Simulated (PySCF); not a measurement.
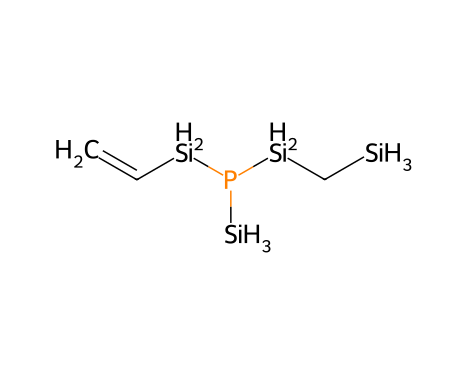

The computed structure is the end point of a GFN2-xTB optimisation. No frequency run is at hand to confirm it as a minimum. Properties computed with PBE0/pcSseg-1, gas phase (PySCF 2.14.0).

What is the LUMO energy (Kohn–Sham orbital)?

Answer. −0.77 eV.

What is the dipole moment?

Answer. 1.13 D.

Estimate the HOMO energy (Kohn–Sham orbital).

Answer. −7.04 eV.

The geometry is semi-empirical. Around P, Si such bond lengths and angles can be off by a tenth of an ångström or more and by several degrees, and values that hang on the shape move with them.
